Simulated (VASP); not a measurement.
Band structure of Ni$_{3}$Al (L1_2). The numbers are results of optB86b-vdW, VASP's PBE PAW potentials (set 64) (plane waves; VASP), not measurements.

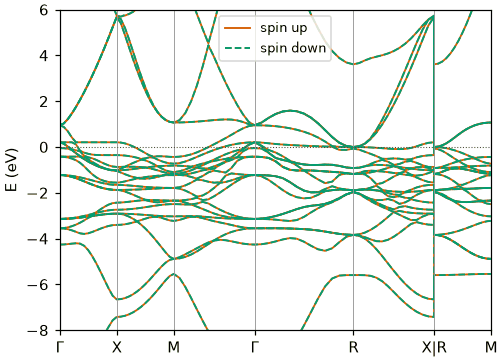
Fig. 1. Bands along high-symmetry lines, zero at the valence-band maximum or, without a gap, the Fermi level

Q: Read the plot: is there a gap, and where are the band edges?

A: It has no gap at this level: it comes out as a metal or semimetal. (Edges off the drawn lines would not show.)

The compound is Ni3Al in the L1_2 structure. It was relaxed first.
